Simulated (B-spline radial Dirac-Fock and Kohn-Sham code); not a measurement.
# Er²⁴⁺: core levels and X-ray properties

What does theory give for the Er²⁴⁺ ion? The session works out its X-ray form factor and Compton profile and the binding energy of each subshell.

The numbers are computed with B-spline radial Dirac-Fock and Kohn-Sham code (version 2): a free atom or ion on a radial basis; each step names its model.

### 1 What is computed

Er²⁴⁺ in the configuration [Kr] 4d8.

```yaml
nuclear_charge: 68
electrons: 44
mass_number: 166
nuclear_rms_radius: 5.2516 fm
```

### 2 Scattering by the electron cloud

Model: Dirac-Fock average of configuration, finite nucleus; form factor of the spherical density, Waller-Hartree incoherent function, impulse-approximation Compton profiles.

Recorded inputs:

```ini
task = scatter
Z = 68
charge = 24
configuration = 1s2 2s2 2p6 3s2 3p6 3d10 4s2 4p6 4d8
mass_number = 166
rms_radius = 5.2516  # fm
s = [0.0, 0.05, 0.1, 0.15, 0.2, 0.25, 0.3, 0.35, 0.4, 0.45, 0.5, 0.6, 0.7, 0.8, 0.9, 1.0, 1.1, 1.2, 1.4, 1.6, 1.8, 2.0, 2.5, 3.0, 3.5, 4.0, 5.0, 6.0]  # 1/A
pz = [0, 0.1, 0.15, 0.21, 0.31, 0.45, 0.65, 0.94, 1.4, 2.0, 2.9, 4.2, 6.1, 8.8, 13.0, 19.0, 27.0, 39.0, 57.0, 83.0, 120.0]  # a.u.
photon_energy = [1000, 10000, 17479.3, 20000, 30000, 50000, 500000, 1000000]  # eV
```

The program writes no log. Results of the run, from its result record (rounded, main fields):

```text
{
  "status": "converged",
  "form_factor [e]": [44.0, 43.897, 43.591, 43.089, 42.403, 41.548, 40.543, 39.41, 38.171, 36.853, 35.478, 32.651, 29.86, 27.237, 24.868, 22.797, 21.029, 19.541, 17.236, 15.515, 14.076, 12.752, 9.7341, 7.4349, 5.9986, 5.1692, 4.2084, 3.4125],
  "incoherent": [2.1629e-11, 0.086714, 0.34348, 0.7605, 1.3224, 2.0095, 2.7994, 3.6689, 4.5951, 5.5571, 6.5369, 8.4942, 10.39, 12.192, 13.896, 15.506, 17.028, 18.461, 21.047, 23.253, 25.111, 26.69, 29.84, 32.269, 34.199, 35.758, 38.088, 39.68],
  "compton_total [1/a.u.]": [2.7817, 2.7811, 2.7803, 2.779, 2.7759, 2.7694, 2.7559, 2.7275, 2.6603, 2.5311, 2.2565, 1.7685, 1.173, 0.74996, 0.42996, 0.20355, 0.088019, 0.032515, 0.010737, 0.0032053, 0.0008367],
  "shells": ["1s1/2", "2s1/2", "2p1/2", "2p3/2", "3s1/2", "3p1/2", "3p3/2", "3d3/2", "3d5/2", "4s1/2", "4p1/2", "4p3/2", "4d3/2", "4d5/2"],
  "occupation": [2.0, 2.0, 2.0, 4.0, 2.0, 2.0, 4.0, 4.0, 6.0, 2.0, 2.0, 4.0, 3.2, 4.8],
  "mean_momentum [a.u.]": [68.128, 24.311, 32.209, 29.152, 12.304, 14.688, 13.796, 16.527, 16.204, 6.8193, 7.6477, 7.3286, 8.1892, 8.0754],
  "r2 [bohr^2]": 5.5916,
  "r_inverse [1/bohr]": 448.95,
  "r1 [bohr]": 12.516,
  "coherent [b]": [1280.1, 801.53, 482.02, 417.6, 258.07, 123.19, 2.1471, 0.55665],
  "incoherent_cross_section [b]": [0.074445, 4.5775, 8.4649, 9.5212, 12.577, 15.642, 12.348, 9.1845],
  "radial_jk": {
    "4d": {"j0": [1.0, 0.9945, 0.97818, 0.9515, 0.91524, 0.87041, 0.81826, 0.76017, 0.69764, 0.63219, 0.56533, 0.43301, 0.31059, 0.20519, 0.1208, 0.058499, 0.016996, -0.0065885, -0.015075, 0.0035757, 0.027568, 0.04549, 0.051589, 0.029807, 0.0094955, -0.0017488, -0.0065429, -0.0043166], "j2": [0.0, 0.0021957, 0.0086909, 0.019215, 0.033334, 0.050472, 0.069944, 0.090991, 0.11281, 0.13461, 0.15563, 0.19263, 0.21947, 0.23372, 0.23494, 0.22435, 0.20433, 0.17787, 0.11758, 0.062945, 0.023982, 0.0022752, -0.0013764, 0.016417, 0.026441, 0.02678, 0.016652, 0.0078571], "j4": [0.0, 1.7117e-06, 2.714e-05, 0.00013534, 0.00041885, 0.00099536, 0.0019973, 0.0035598, 0.005809, 0.0088505, 0.01276, 0.023291, 0.037196, 0.053619, 0.071213, 0.088394, 0.10363, 0.11565, 0.12719, 0.1218, 0.10375, 0.079474, 0.024545, 0.00014768, -0.0015654, 0.0045499, 0.01369, 0.013841], "r2": 0.29897, "r4": 0.13275, "r6": 0.07975}
  }
}
```

Form factor and incoherent function, every second point:

| s (1/Å) | f (e) | f / N | S(s) |
| --- | --- | --- | --- |
| 0 | 44.00 | 1.000 | 0 |
| 0.100 | 43.59 | 0.991 | 0.3435 |
| 0.200 | 42.40 | 0.964 | 1.322 |
| 0.300 | 40.54 | 0.921 | 2.799 |
| 0.400 | 38.17 | 0.868 | 4.595 |
| 0.500 | 35.48 | 0.806 | 6.537 |
| 0.700 | 29.86 | 0.679 | 10.39 |
| 0.900 | 24.87 | 0.565 | 13.90 |
| 1.10 | 21.03 | 0.478 | 17.03 |
| 1.40 | 17.24 | 0.392 | 21.05 |
| 1.80 | 14.08 | 0.320 | 25.11 |
| 2.50 | 9.734 | 0.221 | 29.84 |
| 3.50 | 5.999 | 0.136 | 34.20 |
| 5.00 | 4.208 | 0.096 | 38.09 |

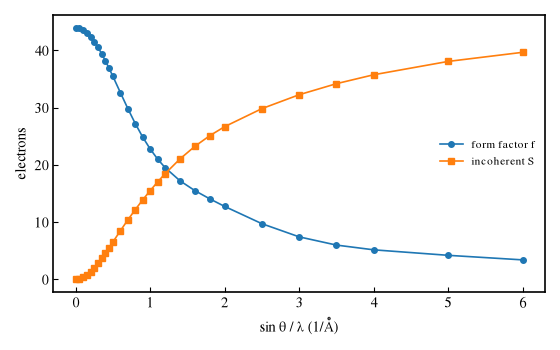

Form factor and incoherent scattering function.

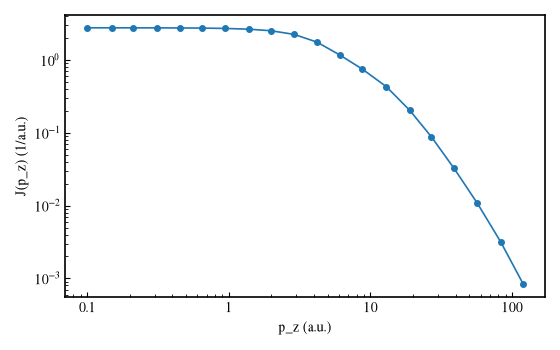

Compton profile, summed over all shells.

### 3 Core and valence levels

Model: Dirac-Fock average of configuration, Delta-SCF, finite nucleus, first-order Breit with its frequency dependence, self-energy and vacuum polarisation.

Recorded inputs:

```ini
task = binding
```

The program writes no log. Results of the run, from its result record (rounded, main fields):

```text
{
  "status": "converged",
  "shells": ["K", "L1", "L2", "L3", "M1", "M2", "M3", "M4", "M5", "N1", "N2", "N3", "N4,5"],
  "total_energy_parts [Ha]": [-12847.2172, 14.2676801, -1.50234338, -0.216810172, 10.1698867, -1.68205449],
  "koopmans [eV]": [58582.4, 10597.1, 10105.9, 9187.44, 3014.57, 2799.95, 2602.05, 2240.68, 2198.07, 1161.02, 1069.38, 1016.56, 861.182],
  "dirac_coulomb [eV]": [58518.6, 10567.6, 10072.1, 9156.18, 3005.29, 2789.89, 2592.89, "-", "-", 1159.43, 1067.75, 1015.12, 859.728],
  "gaunt [eV]": [-190.689, -20.3104, -35.022, -24.5902, -3.64778, -6.42101, -4.31568, "-", "-", -0.955593, -1.63261, -1.07837, -0.440976],
  "retardation [eV]": [14.3392, 1.65183, 3.86542, 3.85774, 0.285267, 0.693947, 0.699479, "-", "-", 0.0934517, 0.196899, 0.198049, 0.075218],
  "breit_frequency [eV]": [2.63971, -0.230513, -0.0122346, 1.14881, -0.0616421, -0.057138, 0.223754, "-", "-", -0.0175769, -0.0182796, 0.059548, -0.00500846],
  "self_energy [eV]": [-109.078, -15.0513, 0.255774, -0.931924, -3.39993, 0.0117466, -0.215387, "-", "-", -0.921101, 0.00753198, -0.0539067, 0.0523533],
  "vacuum_polarisation [eV]": [18.9215, 2.43695, 0.052665, -0.0992636, 0.533666, 0.0101041, -0.0278373, "-", "-", 0.144941, 0.00265271, -0.00782609, -0.00749321],
  "binding [eV]": [58254.7, 10536.1, 10041.2, 9135.57, 2999.0, 2784.13, 2589.25, "-", "-", 1157.78, 1066.3, 1014.24, 859.402],
  "mean_radius [bohr]": [0.0203682, 0.0858453, 0.071573, 0.0788099, 0.223454, 0.213474, 0.226626, 0.200123, 0.204212, 0.480225, 0.483067, 0.505218, 0.514228]
}
```

total_energy_parts: Dirac-Coulomb, Gaunt, retardation, frequency dependence, self-energy, vacuum polarisation. Blank entries are hole states that did not converge, or in which two open shells of one symmetry are about equally filled, where the average of configuration falls too low.

The binding energies by parts, in eV; the parts add up.

| level | -ε | relaxation | Breit | QED | binding |
| --- | --- | --- | --- | --- | --- |
| 1s | 58582.4 | -63.76 | -173.71 | -90.16 | 58254.7 |
| 2s | 10597.1 | -29.49 | -18.89 | -12.61 | 10536.1 |
| 2p1/2 | 10105.9 | -33.75 | -31.17 | 0.31 | 10041.2 |
| 2p3/2 | 9187.4 | -31.25 | -19.58 | -1.03 | 9135.6 |
| 3s | 3014.6 | -9.28 | -3.42 | -2.87 | 2999.0 |
| 3p1/2 | 2799.9 | -10.05 | -5.78 | 0.02 | 2784.1 |
| 3p3/2 | 2602.0 | -9.16 | -3.39 | -0.24 | 2589.3 |
| 4s | 1161.0 | -1.59 | -0.88 | -0.78 | 1157.8 |
| 4p1/2 | 1069.4 | -1.63 | -1.45 | 0.01 | 1066.3 |
| 4p3/2 | 1016.6 | -1.45 | -0.82 | -0.06 | 1014.2 |
| 4d | 861.2 | -1.45 | -0.37 | 0.04 | 859.4 |

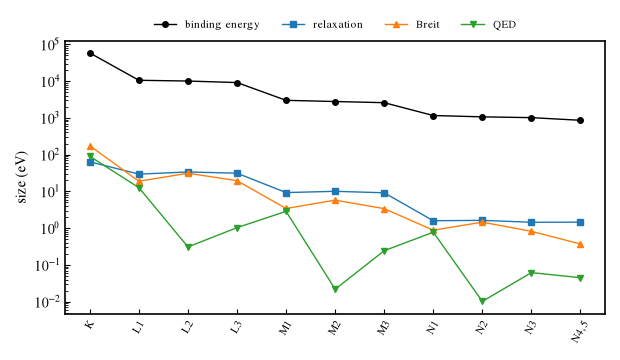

Binding energies and the sizes of their corrections, level by level (signs dropped).

Line energies follow by subtraction:

| line | energy (eV) |
| --- | --- |
| Kβ2' (K-N3) | 57240.5 |
| Kβ2'' (K-N2) | 57188.4 |
| Kβ1 (K-M3) | 55665.5 |
| Kβ3 (K-M2) | 55470.6 |
| Kα1 (K-L3) | 49119.2 |
| Kα2 (K-L2) | 48213.5 |
| Lγ3 (L1-N3) | 9521.8 |
| Lγ2 (L1-N2) | 9469.8 |
| Lγ5 (L2-N1) | 8883.5 |
| Lβ6 (L3-N1) | 7977.8 |
| Lβ3 (L1-M3) | 7946.8 |
| Lβ4 (L1-M2) | 7751.9 |
| Lη (L2-M1) | 7042.2 |
| Lℓ (L3-M1) | 6136.6 |

### 4 Outcome

| quantity | value |
| --- | --- |
| rms radius of the electron cloud | 0.356 bohr |
| form factor halves at | 1.0 1/Å |
| Compton profile at zero | 2.782 1/a.u. |
| deepest level listed, K (1s) | 58254.7 eV |
| least bound, N4,5 (4d) | 859.4 eV |
| Kα1 | 49119.2 eV |
| ionisation energy, NIST (theoretical) | 853.000 eV |

In words: The form factor starts at the 44 electrons and halves by s = 1.0 1/Å. Incoherent scattering outweighs coherent from 500 keV on, among the energies asked. The K (1s) level lies 63.8 eV under Koopmans' value by relaxation alone; Breit gives -173.71 and QED -90.16 eV. NIST's ionisation energy differs by -6.40 eV from the least binding energy; the calculation averages open shells over their j components and terms. The Hartree-Fock and Dirac-Fock values hold no electron correlation.
